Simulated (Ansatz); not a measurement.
# BF2H···SiH4: what the fields show

The calculation's input:

```
crystal:
  periodic: [false, false, false]
  atoms:
    - { symbol: B, position_ang: [-0.033621, 0.425792, -0.032413] }
    - { symbol: H, position_ang: [0.079445, 0.815644, 1.087033] }
    - { symbol: F, position_ang: [1.04107, 0.213947, -0.793853] }
    - { symbol: F, position_ang: [-1.238458, 0.309588, -0.589539] }
    - { symbol: Si, position_ang: [0.124702, -2.518379, 1.095837] }
    - { symbol: H, position_ang: [-0.594886, -2.925817, -0.15221] }
    - { symbol: H, position_ang: [1.554693, -2.950458, 1.019484] }
    - { symbol: H, position_ang: [-0.544394, -3.108878, 2.298964] }
    - { symbol: H, position_ang: [0.087148, -1.05124, 1.266496] }
basis:
  gaussian: { orbitals: "6-31G*" }
hamiltonian:
  xc: pbe
relax:
  f_tol: 0.03
  max_steps: 50
output:
  orbitals: {}
```

Launched as:

```sh
ansatz run input.yaml --threads 1 --pin off --max-ram 2048MiB --backend cpu --events-out ev --progress --plain --runs-dir out
```

The fields are those of the run's last geometry, not of the input's.

Level of theory: RKS PBE/6-31G* in Ansatz 0.2.0.

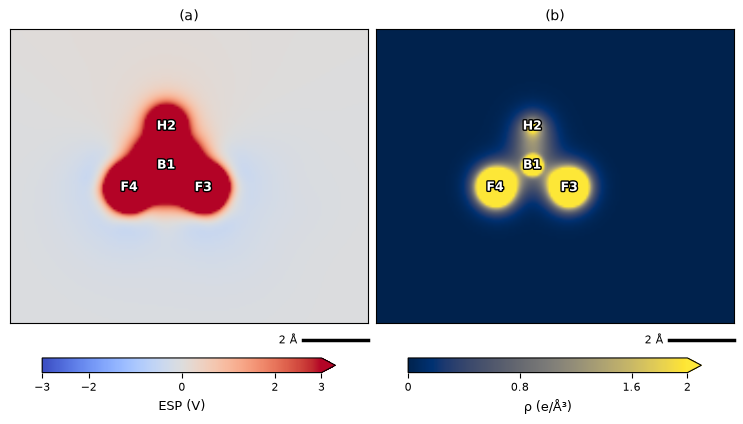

Figure 1. (a) molecular electrostatic potential; (b) total electron density on the plane of atoms H2, B1 and F4.

What do the fields say about this system?

Atoms in the plane: B, H and F. B–F (1.33 Å): ρ at the midpoint is about 2.2 e/Å³. B–H (1.20 Å): ρ at the midpoint is about 1.3 e/Å³. Outside the dense part of the complex the potential is most negative (−0.4 V) near F4.

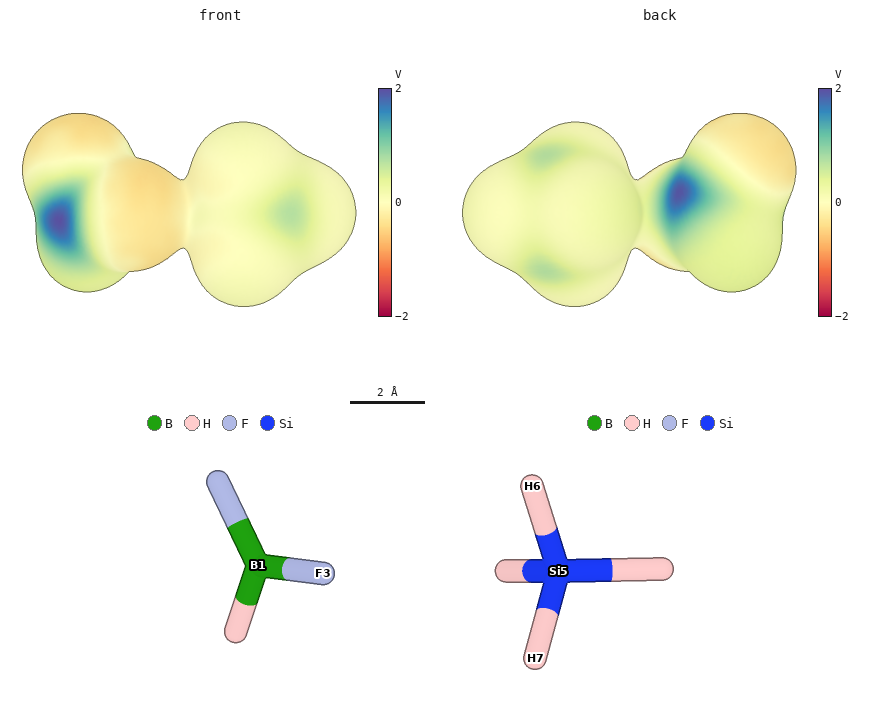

Figure 2. The molecular electrostatic potential painted on the density surface at 0.002 e/bohr³, seen from the front and from behind; the colour scale runs from red (negative) to blue (positive). The bare structure is drawn below in the same view.

Which sites attract a positive test charge, and which a negative one?

A positive charge is drawn to the negative regions and a negative charge to the positive ones. The most negative region (about −0.4 V, or −9 kcal/mol for a unit charge) lies over F3 and F4, the most positive (about +1.9 V, or +44 kcal/mol for a unit charge) over B1.

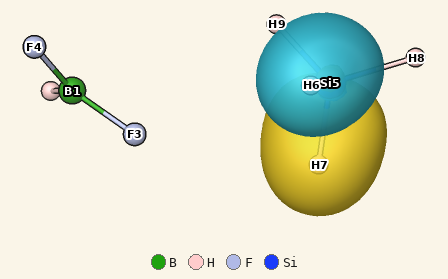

Figure 3. The HOMO−1 at ±0.15 Å⁻³ᐟ² (yellow and cyan are the two phases), seen from one side.

What is the character of this orbital?

By Hirshfeld shares it lies mainly on Si5 (about 45 %), H7 (about 30 %) and H6 (about 25 %). Its energy is −8.38 eV.

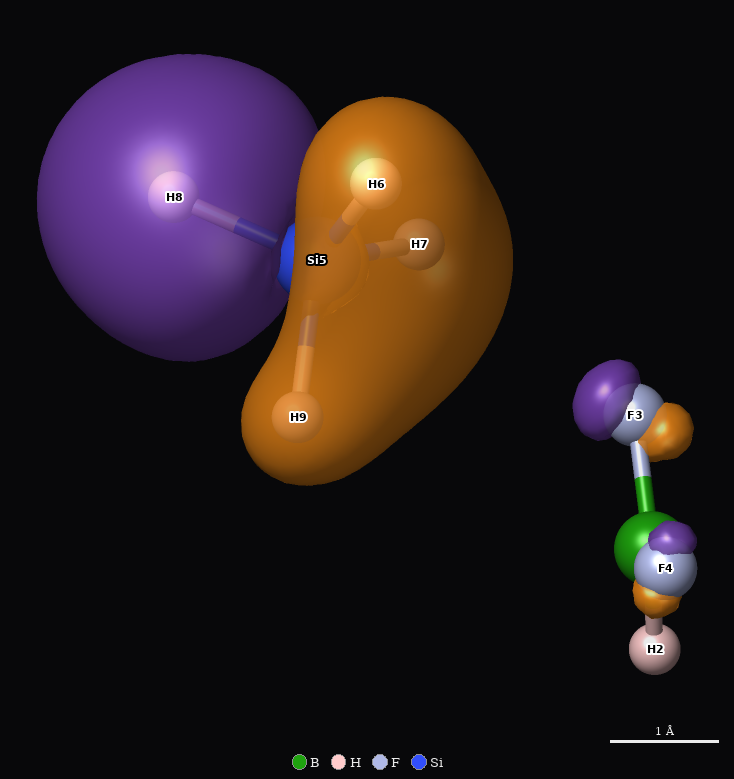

Figure 4. The HOMO at ±0.08 Å⁻³ᐟ² (orange and purple are the two phases), seen at an oblique angle.

What is the character of this orbital?

By Hirshfeld shares it lies mainly on Si5 (about 45 %), H8 (about 40 %) and H6 (about 5 %). Its energy is −8.34 eV.
